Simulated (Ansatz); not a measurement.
Nudged elastic band of InH$_{2}$Cl$_{2}$O$_{2}$

InH$_{2}$Cl$_{2}$O$_{2}$, multiplicity 2, computed with UKS PBE0/def2-SVP (Ansatz 0.2.0).

The run did not end well. One setting was made poor on purpose. It belongs to a series of runs on one base structure; here: band between the two ends.

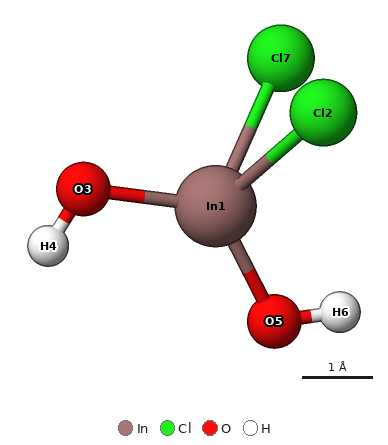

*The starting structure (ball-and-stick view, seen at a tilt; atoms are numbered from 1 in the order of the input). Sticks mark near contacts.*

Bond lengths as drawn: Cl–In 2.52 Å, H–O 0.96 to 0.97 Å and In–O 1.98 Å.

## The input
```yaml
crystal:
  periodic: [false, false, false]
  atoms:
    - { symbol: In, position_ang: [0.082343, -0.242745, 0.503868] }
    - { symbol: Cl, position_ang: [-0.712137, 1.544542, 2.100331] }
    - { symbol: O, position_ang: [1.986181, 0.024549, 0.029922] }
    - { symbol: H, position_ang: [2.154534, -0.235428, -0.884192] }
    - { symbol: O, position_ang: [-1.358382, -0.944993, -0.666413] }
    - { symbol: H, position_ang: [-2.20353, -0.986432, -0.202979] }
    - { symbol: Cl, position_ang: [-0.158809, -0.958093, 2.913063] }
magnetization:
  spin_polarized: true
  initial_magnetization: 1
basis:
  gaussian: { orbitals: def2-SVP }
hamiltonian:
  xc: pbe0
neb:
  order_check: false
  images: 7
  f_tol: 0.05
  max_iterations: 10
  final_atoms:
    - { symbol: In, position_ang: [-0.00233133, -0.34056778, 0.24835627] }
    - { symbol: Cl, position_ang: [0.08570793, -0.97240432, 2.71069721] }
    - { symbol: O, position_ang: [1.81190055, -0.15882626, -0.51344283] }
    - { symbol: H, position_ang: [2.42929895, 0.15775447, 0.1568414] }
    - { symbol: O, position_ang: [-1.62508913, -1.01390782, -0.65425051] }
    - { symbol: H, position_ang: [-2.38924025, -0.98507087, -0.0656608] }
    - { symbol: Cl, position_ang: [-0.52004671, 1.51442258, 1.91105927] }
  initial_path:
    images:
      - { positions_ang: [[0.082343, -0.242745, 0.503868], [-0.712137, 1.544542, 2.100331], [1.986181, 0.024549, 0.029922], [2.154534, -0.235428, -0.884192], [-1.358382, -0.944993, -0.666413], [-2.20353, -0.986432, -0.202979], [-0.158809, -0.958093, 2.913063]] }
      - { positions_ang: [[0.06196217, -0.18609493, 0.37607135], [-0.60338965, 1.17477391, 2.24200729], [1.93426534, 0.09971547, -0.18600507], [2.18772791, -0.31254332, -0.89069072], [-1.41159781, -0.81321493, -0.78962897], [-2.12992419, -1.07678273, -0.39130776], [-0.24884378, -0.68445349, 3.43315388]] }
      - { positions_ang: [[0.04158134, -0.12944485, 0.24827471], [-0.49464229, 0.80500583, 2.38368358], [1.88234969, 0.17488194, -0.40193214], [2.22092182, -0.38965863, -0.89718944], [-1.46481362, -0.68143686, -0.91284495], [-2.05631838, -1.16713345, -0.57963652], [-0.33887856, -0.41081398, 3.95324476]] }
      - { positions_ang: [[0.02120051, -0.07279478, 0.12047806], [-0.38589494, 0.43523774, 2.52535987], [1.83043403, 0.25004841, -0.61785921], [2.25411573, -0.46677395, -0.90368816], [-1.51802944, -0.54965879, -1.03606092], [-1.98271256, -1.25748418, -0.76796528], [-0.42891333, -0.13717447, 4.47333565]] }
      - { positions_ang: [[0.00081968, -0.0161447, -0.00731859], [-0.27714759, 0.06546965, 2.66703616], [1.77851838, 0.32521489, -0.83378628], [2.28730965, -0.54388926, -0.91018688], [-1.57124525, -0.41788071, -1.1592769], [-1.90910675, -1.3478349, -0.95629403], [-0.51894811, 0.13646504, 4.99342653]] }
      - { positions_ang: [[3.192e-05, -0.09725047, 0.05660012], [-0.18643371, -0.19399884, 2.67795142], [1.78686392, 0.2042046, -0.75370042], [2.32280697, -0.36847833, -0.64342981], [-1.58470622, -0.56688749, -1.0330203], [-2.02914013, -1.25714389, -0.73363573], [-0.51922276, 0.48095443, 4.22283471]] }
      - { positions_ang: [[-0.00075583, -0.17835624, 0.12051884], [-0.09571983, -0.45346733, 2.68886668], [1.79520946, 0.08319431, -0.67361456], [2.3583043, -0.1930674, -0.37667274], [-1.59816719, -0.71589426, -0.9067637], [-2.1491735, -1.16645288, -0.51097742], [-0.51949741, 0.82544381, 3.4522429]] }
      - { positions_ang: [[-0.00154358, -0.25946201, 0.18443755], [-0.00500595, -0.71293582, 2.69978195], [1.803555, -0.03781598, -0.59352869], [2.39380162, -0.01765647, -0.10991567], [-1.61162816, -0.86490104, -0.78050711], [-2.26920687, -1.07576188, -0.28831911], [-0.51977206, 1.1699332, 2.68165108]] }
      - { positions_ang: [[-0.00233133, -0.34056778, 0.24835627], [0.08570793, -0.97240432, 2.71069721], [1.81190055, -0.15882626, -0.51344283], [2.42929895, 0.15775447, 0.1568414], [-1.62508913, -1.01390782, -0.65425051], [-2.38924025, -0.98507087, -0.0656608], [-0.52004671, 1.51442258, 1.91105927]] }
```

Run on 4 threads of AMD EPYC (Zen 3), 32 GiB of memory available, shared host.

Launched with:
```bash
ansatz run input.yaml --threads 4 --pin off --max-ram 5120MiB --backend cpu --events-out ev --progress --plain --runs-dir out
```

## The program's output
```
Engine: ansatz 0.2.0, x86_64-unknown-linux-gnu
Functional definition: PBE0
  parameter a = 0.25
  parameter kappa = 0.804
  parameter beta = 0.06672455060314922
  exchange = (1 - a)*pbe_x(kappa = kappa, mu = beta*pi^2/3) + a*exact_x
  correlation = pbe_c(beta = beta)
1094 factors; integrals over basis functions are off by at most 2.2e-4 eV
mean field evaluation 1: about -34313.1373 eV, gradient 5.1e1 eV
mean field evaluation 2: about -34251.4382 eV, gradient 1.2e2 eV
mean field evaluation 4: about -34322.8844 eV, gradient 5.2e0 eV
mean field evaluation 8: about -34323.0162 eV, gradient 2.3e-1 eV
mean field evaluation 16: about -34323.0165 eV, gradient 1.4e-4 eV
mean field -34323.01646338 eV, -1261.3475900531 hartree, gradient 6.5e-5 eV, S^2 0.753640; 2 other end points of the search recorded, 0 dependent functions left out
the calculation of the forces begins
reference -34323.01650028 eV, -1261.3475914093 hartree; 37, 36 occupied and 63, 64 virtual orbitals, 1094 factors
1094 factors; integrals over basis functions are off by at most 2.4e-4 eV
mean field evaluation 32: about -34323.0444 eV, gradient 1.9e-2 eV
mean field -34323.04441774 eV, -1261.3486173568 hartree, gradient 4.4e-5 eV, S^2 0.753614; 2 other end points of the search recorded, 0 dependent functions left out
[... from here on the field's lines of each further geometry are left out, up to the last ...]
NEB iter   1: max|band force component| = 3.277e1 eV/Å  barrier→ = 13.0895 eV  barrier← = 13.1175 eV  Δτ_max = 0.2000 Å  (425 SCF iters)
NEB iter   2: max|band force component| = 5.622e0 eV/Å  barrier→ = 3.7383 eV  barrier← = 3.7663 eV  Δτ_max = 0.2000 Å  (305 SCF iters)
NEB iter   3: max|band force component| = 2.637e0 eV/Å  barrier→ = 2.8171 eV  barrier← = 2.8451 eV  Δτ_max = 0.1989 Å  (293 SCF iters)
NEB iter   4: max|band force component| = 1.884e0 eV/Å  barrier→ = 2.4373 eV  barrier← = 2.4652 eV  Δτ_max = 0.1890 Å  (320 SCF iters)
NEB iter   5: max|band force component| = 4.273e1 eV/Å  barrier→ = 9.1142 eV  barrier← = 9.1422 eV  Δτ_max = 0.1006 Å  (336 SCF iters)
NEB iter   6: max|band force component| = 2.026e1 eV/Å  barrier→ = 5.0094 eV  barrier← = 5.0373 eV  Δτ_max = 0.2000 Å  (310 SCF iters)
NEB iter   7: max|band force component| = 8.992e0 eV/Å  barrier→ = 2.8700 eV  barrier← = 2.8979 eV  Δτ_max = 0.1989 Å  (328 SCF iters)
NEB iter   8: max|band force component| = 2.307e0 eV/Å  barrier→ = 1.0797 eV  barrier← = 1.1077 eV  Δτ_max = 0.2000 Å  (324 SCF iters)
NEB iter   9: max|band force component| = 4.068e0 eV/Å  barrier→ = 1.1204 eV  barrier← = 1.1484 eV  Δτ_max = 0.1022 Å  (349 SCF iters)
the calculation of the forces begins
reference -34322.20578735 eV, -1261.3177982583 hartree; 37, 36 occupied and 63, 64 virtual orbitals, 1094 factors
these checks for a lower state are left out or cut short: starts, cluster_reference, orbital_swaps, neighbouring_geometries, increment
1094 factors; integrals over basis functions are off by at most 2.9e-4 eV
mean field evaluation 736: about -34322.5264 eV, gradient 3.1e-4 eV
mean field -34322.52641469 eV, -1261.3295810959 hartree, gradient 1.5e-5 eV, S^2 0.753027; 0 other end points of the search recorded, 0 dependent functions left out
the calculation of the forces begins
reference -34322.52645160 eV, -1261.3295824521 hartree; 37, 36 occupied and 63, 64 virtual orbitals, 1094 factors
NEB iter  10: max|band force component| = 2.006e0 eV/Å  barrier→ = 0.8655 eV  barrier← = 0.8935 eV  Δτ_max = 0.2000 Å  (338 SCF iters)
```

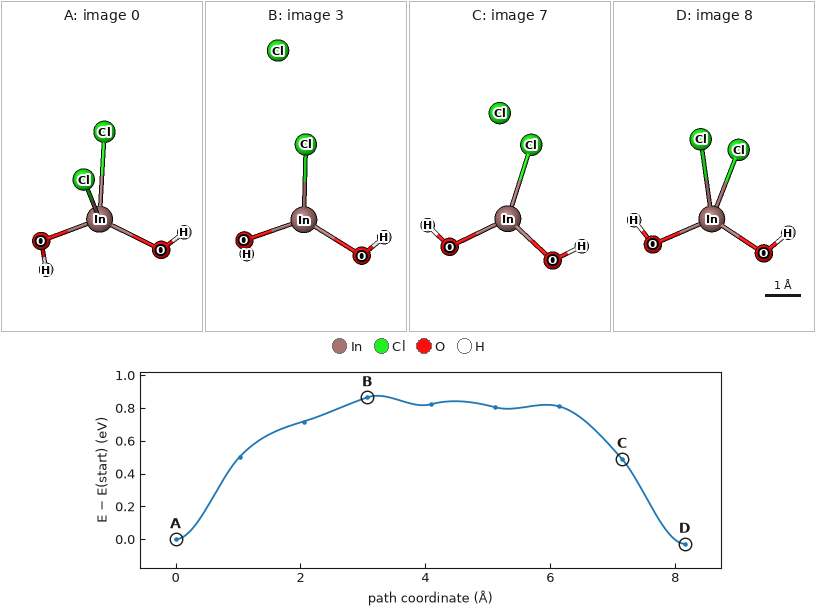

*Images of the last band (counted from 0; ball-and-stick, seen at a tilt) above the energy along the path; the line is a cubic interpolation that uses the forces.*

The highest image is number 3, 0.866 eV above the start and 0.893 eV above the end; the end lies 0.028 eV below the start. The path is 8.16 Å long. The band had not converged after 10 iterations.

```
Unfinished report: {"positions_ang":[[0.01145142612914201,-0.19440353030151936,-0.013523472259886926],[-0.7610474370786836,0.19532965141509373,2.1865387634645064],[1.8765731344074352,0.3132339474821523,-0.41334919602817904],[2.3934488825683307,-0.3606046106044565,-0.8729459173828612],[-1.4021953445148692,-0.8269109409185088,-1.254232170546583],[-2.2469773588189823,-0.9108202141547731,-0.7861215298536448],[-0.08105330269237258,-0.014424322917988439,4.94723353260665]],"unchecked":["starts","cluster_reference","orbital_swaps","neighbouring_geometries","increment"],"mean_field":{"relativity":"none","state":{"energy":{"ev":-34322.15097122966,"hartree":-1261.3157838031887},"converged":true,"gradient_ev":0.0000122808908232702,"stability":{"kind":"minimum","curvature_ev":0.6965164240934073},"curvature_floor_ev":0.00030000000000000003,"spin_squared":0.7524234448420728},"others":[],"fillings":{"estimated":0,"unestimated":0,"tried":0,"untried":0,"excluded_magnetic_sites":0},"n_dropped_functions":0,"n_trapped_functions":0,"passes":{"evaluations":4,"products":42},"factors":{"origin":"Cholesky decomposition","count":1095,"bound_ev":0.0002163893127927302},"gradient_stop_ev":0.00002089549272280222,"reference_kind":"stationary","functional":{"name":"PBE0","citations":["Adamo & Barone, J. Chem. Phys. 110, 6158 (1999) doi:10.1063/1.478522","Perdew, Burke & Ernzerhof, Phys. Rev. Lett. 77, 3865 (1996) doi:10.1103/PhysRevLett.77.3865"],"text":"name \"PBE0\"\ncite \"Adamo & Barone, J. Chem. Phys. 110, 6158 (1999) doi:10.1063/1.478522\"\ncite \"Perdew, Burke & Ernzerhof, Phys. Rev. Lett. 77, 3865 (1996) doi:10.1103/PhysRevLett.77.3865\"\nparent pbe\nparameter a = 0.25\nparameter kappa = 0.804\nparameter beta = 0.06672455060314922\nexchange = (1 - a)*pbe_x(kappa = kappa, mu = beta*pi^2/3) + a*exact_x\ncorrelation = pbe_c(beta = beta)\n","parameters":{"a":{"value":0.25,"default":0.25},"beta":{"value":0.06672455060314922,"default":0.06672455060314922},"kappa":{"value":0.804,"default":0.804}},"final_grid":{"core_spheres":13.0,"valence_spheres":11.0,"degree":36.0},"final_grid_parameter_source":"default","radial_points_factor":1.0,"radial_grid_error_ev":3.235511906987185e-7,"grid_sensitivity":"normal","grid_sensitivity_ratio":0.001870803151768979},"unsmoothed_excess_ev":-0.00003808807441533031,"symmetry":{"irreps":["A"],"axes":[[0.9984035894869837,0.05123091069649387,0.02378374000686712],[-0.05039233950948982,0.9981295737658472,-0.034611646779208714],[-0.025512440460816233,0.0333578740811861,0.999117794666133]],"occupied":[{"A":37},{"A":36}]},"held":{"pivots":1094,"left_out":0,"joined":1},"density_repulsion":{"missed_ev":0.00001479319957124765,"excess_ev":4.151418386366622e-8,"most_excess_ev":0.0001971,"are_drawn_again":false,"n_first_factors":1095,"energy_change_ev":0.0,"n_dropped_ends":0}},"factors":{"origin":"Cholesky decomposition","count":1095,"bound_ev":0.0002163893127927302},"n_frozen":0,"n_occupied":[37,36],"n_virtual":[63,64],"reference":{"ev":-34322.15097122966,"hartree":-1261.3157838031887},"total":{"ev":-34322.15097122966,"hartree":-1261.3157838031887},"forces_ev_per_angstrom":[[-0.018610232823966726,0.013215160679627282,0.034529047054121645],[-0.07628507685886324,0.03487669295834631,0.04815724822599433],[0.10541107088297876,-0.03718917369605908,0.0543368263174034],[-0.11900219487595998,0.019116846659416965,-0.055688293152930606],[-0.07521574894946764,-0.010706069362935328,0.09939800888179984],[0.1560184978571899,-0.008397098864110667,-0.0898967258307464],[0.027683684779720923,-0.010916358371273097,-0.09083611150180995]],"charge_distribution":{"dipole_moment_e_ang":[0.004946958644245805,-0.32377199735053314,-0.5963751542893291],"mulliken_charges_e":[0.868859988171149,-0.24741448699625934,-0.4728511172418095,0.20176300984268547,-0.47157553125538065,0.20934914466115884,-0.08813100718153422],"lowdin_charges_e":[-0.011546366477809045,0.13037567794221516,0.003925902215308419,-0.014330268794700896,-0.0009289162409515939,-0.013978287658312993,-0.09351774098577437]},"n_threads":4,"memory_gib":4.261363637633622,"seconds":{"hamiltonian":3.444583717,"orbitals":0.0,"second_order":0.0,"solver_start":0.0,"cycles":0.0,"cycle":0.0,"perturbative":0.0,"full_ci_increment":0.0,"forces":0.0}}
this run last wrote the band of iteration 10 to [file]
Error: NEB band did not converge after 10 iterations: max|band force component| = 2.01e0 eV/Å (threshold 5.0e-2); raise `neb.max_iterations` in a new run, which can start from the last band evaluated (`neb.initial_path`, with `crystal.atoms` and `neb.final_atoms` set to its first and last images), add images, or start from endpoints closer to local minima. Where this run's directory can be resumed (`checkpoint.write`), a resume goes on for up to `neb.max_iterations` more; to start a new run from the last band, take its images' positions from the `neb_iteration` event of iteration 10 (`data.images[].positions_ang`), in the event stream of the run that computed that iteration (not this run's, if it was resumed behind it). With `checkpoint.write`, `steps/00-neb/state/checkpoint.json` in the run directory holds the last saved band, under `neb.evaluated.images[].positions_ang` (a band under a hybrid functional on support functions is neither saved nor resumed: `neb.initial_path` says where its path is): check the last entry of `neb.iterations` there, which is earlier than 10 if that iteration was not saved or its write failed. If the band's step has no `state` directory and holds `state.next`, a write was cut short, and the file is under `state.next` instead (behind a loss of power it can be under `state.prev`)
this run wrote the band of iteration 10 to [file] as well, whether or not its events were kept: a new run's `neb.initial_path` can list its `images[].positions_ang`
a run's events are kept only if it was started with --events-out <file>, and are in that file
```

## The last band as extended XYZ (Å, eV, eV/Å)
```
7
Properties=species:S:1:pos:R:3:forces:R:3 image=0 energy=-34323.01646
In    0.0823   -0.2427    0.5039    0.0077  -0.0007  -0.0007
Cl   -0.7121    1.5445    2.1003   -0.0008  -0.0008  -0.0004
O     1.9862    0.0245    0.0299    0.0034   0.0032   0.0031
H     2.1545   -0.2354   -0.8842   -0.0025  -0.0014  -0.0022
O    -1.3584   -0.9450   -0.6664   -0.0028   0.0003   0.0001
H    -2.2035   -0.9864   -0.2030   -0.0041  -0.0008  -0.0015
Cl   -0.1588   -0.9581    2.9131   -0.0010   0.0002   0.0017
7
Properties=species:S:1:pos:R:3:forces:R:3 image=1 energy=-34322.51409
In    0.0270   -0.1143    0.3863   -0.0123  -0.0096   0.1283
Cl   -0.8707    1.2287    2.1438   -0.0554   0.1728  -0.0164
O     1.9388    0.0426   -0.0861    0.0227   0.0607   0.1773
H     2.1267   -0.3883   -0.9280   -0.0241  -0.0742  -0.0503
O    -1.2877   -0.9443   -0.8457    0.1227  -0.0755   0.0142
H    -2.2009   -0.8417   -0.5587   -0.0981   0.0119   0.0929
Cl    0.0570   -0.7813    3.6821    0.0446  -0.0860  -0.3459
7
Properties=species:S:1:pos:R:3:forces:R:3 image=2 energy=-34322.29851
In    0.0225   -0.0982    0.1610   -0.0074  -0.0013   0.0337
Cl   -0.8240    0.8335    2.1617   -0.0226   0.0584   0.0185
O     1.9514    0.0877   -0.2124    0.0345  -0.0048   0.0435
H     2.2060   -0.3568   -1.0310   -0.0367  -0.0023  -0.0084
O    -1.3063   -0.9003   -1.0708    0.0205  -0.0275  -0.0203
H    -2.1986   -0.8783   -0.7036   -0.0054  -0.0007   0.0203
Cl   -0.0608   -0.4862    4.4886    0.0171  -0.0217  -0.0874
7
Properties=species:S:1:pos:R:3:forces:R:3 image=3 energy=-34322.15093
In    0.0115   -0.1944   -0.0135   -0.0186   0.0132   0.0345
Cl   -0.7610    0.1953    2.1865   -0.0763   0.0349   0.0482
O     1.8766    0.3132   -0.4133    0.1054  -0.0372   0.0543
H     2.3934   -0.3606   -0.8729   -0.1190   0.0191  -0.0557
O    -1.4022   -0.8269   -1.2542   -0.0752  -0.0107   0.0994
H    -2.2470   -0.9108   -0.7861    0.1560  -0.0084  -0.0899
Cl   -0.0811   -0.0144    4.9472    0.0277  -0.0109  -0.0908
7
Properties=species:S:1:pos:R:3:forces:R:3 image=4 energy=-34322.19261
In    0.0165   -0.2648   -0.1355    0.0312  -0.0319  -0.1218
Cl   -0.5055    0.1958    2.1258   -0.0042   0.0420   0.0485
O     1.8113   -0.0250   -0.9311    0.1311  -0.0506   0.2446
H     2.5125    0.0275   -0.2635   -0.1887   0.0433  -0.1323
O    -1.5124   -0.8482   -1.2485   -0.2270   0.0196   0.1902
H    -2.3297   -0.8718   -0.7246    0.2277  -0.0028  -0.1590
Cl   -0.2025   -0.0121    4.9710    0.0298  -0.0195  -0.0702
7
Properties=species:S:1:pos:R:3:forces:R:3 image=5 energy=-34322.21138
In    0.0406   -0.3903   -0.1504    0.0182   0.0208   0.0570
Cl   -0.1341   -0.4234    2.2205    0.0228  -0.1251  -0.0819
O     1.8170   -0.0325   -0.9323    0.1036   0.0191   0.1126
H     2.4823    0.0894   -0.2391   -0.0991  -0.0031  -0.1048
O    -1.5851   -0.8009   -1.1864   -0.0924   0.0002  -0.0163
H    -2.3520   -0.9374   -0.6142    0.0599   0.0120  -0.0100
Cl   -0.4784    0.6964    4.6955   -0.0131   0.0761   0.0433
7
Properties=species:S:1:pos:R:3:forces:R:3 image=6 energy=-34322.20575
In    0.0525   -0.4818    0.1043   -0.0042  -0.0708  -0.4945
Cl    0.0524   -0.8404    2.4162   -0.0043  -0.1691   0.4770
O     1.7855   -0.2021   -0.7910   -2.0126  -1.1283  -1.6596
H     2.4390    0.2061   -0.2914    1.9962   1.2077   1.6565
O    -1.5297   -0.8235   -1.0228   -0.5854  -0.0338   0.2301
H    -2.3738   -0.9707   -0.5536    0.6350   0.1090  -0.1684
Cl   -0.6358    1.3137    3.9319   -0.0247   0.0853  -0.0411
7
Properties=species:S:1:pos:R:3:forces:R:3 image=7 energy=-34322.52642
In    0.0309   -0.4472    0.2694   -0.0035   0.0442   0.0388
Cl    0.0788   -0.9672    2.6130    0.0333  -0.1920   0.0689
O     1.7389   -0.1598   -0.6784   -0.0930   0.0871  -0.0375
H     2.4746    0.0967   -0.1141    0.0592   0.0209   0.1467
O    -1.5505   -0.8497   -0.8411    0.0494   0.0882   0.0034
H    -2.3414   -1.0741   -0.3411   -0.0772   0.0010   0.1302
Cl   -0.6410    1.6026    2.8858    0.0318  -0.0493  -0.3504
7
Properties=species:S:1:pos:R:3:forces:R:3 image=8 energy=-34323.04442
In   -0.0023   -0.3406    0.2484    0.0053   0.0058   0.0191
Cl    0.0857   -0.9724    2.7107   -0.0087  -0.0119  -0.0009
O     1.8119   -0.1588   -0.5134   -0.0153  -0.0078  -0.0148
H     2.4293    0.1578    0.1568    0.0214   0.0111   0.0067
O    -1.6251   -1.0139   -0.6543   -0.0090  -0.0051  -0.0098
H    -2.3892   -0.9851   -0.0657    0.0085   0.0033   0.0082
Cl   -0.5200    1.5144    1.9111   -0.0023   0.0046  -0.0084
```

## Outcome

| quantity | value |
| --- | --- |
| outcome | not converged |
| barrier, forward (band not converged) | 0.866 eV |
| barrier, backward | 0.893 eV |
| wall time | 5.1 min (CPU time 19 min) |
| peak memory | 0.39 GiB |

## Diagnosis

The run did not converge: “NEB band did not converge after 10 iterations: max|band force component| = 2.01e0 eV/Å (threshold 5.0e-2); raise `neb.max_iterations` in a new run, which can start from the last band evaluated (`neb.initial_path`, with `crystal.atoms` and `neb.final_atoms` set to its first and last images), add images, or start from endpoints closer to local minima …” Its last values are not results. A deliberately poor setting: few iterations.
